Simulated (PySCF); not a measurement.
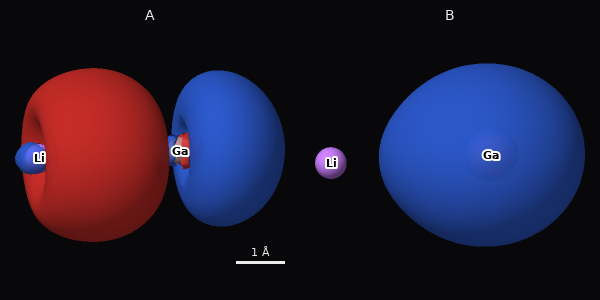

Figure 1: LiGa (charge +1, doublet). Two frontier α-spin orbitals, each drawn at the value that holds 80 % of its norm (blue and red are the two phases), in no order; of a degenerate pair one member is drawn.

Theory: PBE0/aug-pcseg-1, non-relativistic, at a bond length of 3.042 Å in PySCF 2.14.0.

Label each orbital by symmetry, say whether it is occupied, and order them by energy.

Answer. Orbital B: σ, occupied in this spin, −15.05 eV; mainly on Ga (95 %).
Orbital A: σ, occupied in this spin, −9.49 eV; mainly on Ga (75 %).
